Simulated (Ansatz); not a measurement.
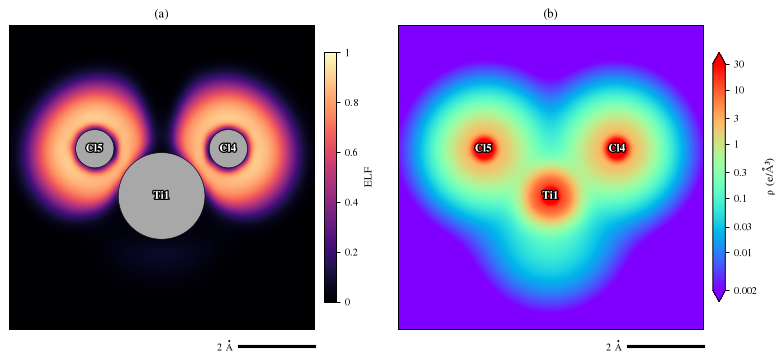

Figure. Cl$_{4}$Ti (TiCl4). (a) electron localisation function; (b) total electron density on the plane of atoms Cl4, Ti1 and Cl5. Grey discs cover the atomic cores in the ELF map.

Geometry: PBE-D4/def2-SVP.

All numbers below come from RKS PBE0-D4/def2-TZVP (Ansatz).

```xyz
5

Ti    0.0000    0.0000    0.0000
Cl    0.0098   -0.0151    2.1727
Cl    2.0452    0.0100   -0.7335
Cl   -1.0318    1.7765   -0.7073
Cl   -1.0233   -1.7715   -0.7320
```

Read the bonding off the picture.

Answer.
- The section cuts through Ti and Cl sites.
- Ti–Cl (2.17 Å): ρ at the midpoint is about 0.75 e/Å³; the ELF peaks at about 0.85 in the valence shell of Cl, 0.8 Å from its nucleus, and is about 0.50 at the midpoint.
